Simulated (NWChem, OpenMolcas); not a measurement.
## How basis sets differ on SF4 (sulfur tetrafluoride)

SF4: 5 atoms, total charge 0, spin state singlet. As SMILES, `FS(F)(F)F`. The coordinates come from a PBE0-D4/def2-TZVP relaxation.

```xyz
5

F    -0.5612   -0.2280    1.1728
S     0.0640   -0.3574   -0.2430
F     1.5367   -0.4620    0.4914
F    -1.4401   -0.0773   -0.8582
F     0.4006    1.1246   -0.5631
```

Each level gives the dipole moment (D). The values are calculated.

Measured value to compare with: NIST CCCBDB gives the dipole moment of the gas as 0.63 D.

```csv
level,kind,program,value (D),computed − measured
PBE/MINI,GGA,NWChem,0.83,+0.20
PBE/MIDI!,GGA,NWChem,0.05,-0.58
PBE/jorge-DZP,GGA,NWChem,0.69,+0.06
PBE/6-311+G**,GGA,OpenMolcas,0.79,+0.16
```

Nearest: PBE/jorge-DZP (+0.06 D); farthest: PBE/MIDI! (-0.58 D). The measured dipole is a vibrational average, so differences of a few hundredths of a debye mean little. Magnitudes only.

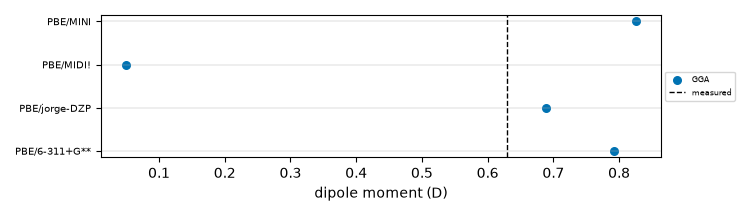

The values of the table, level by level.
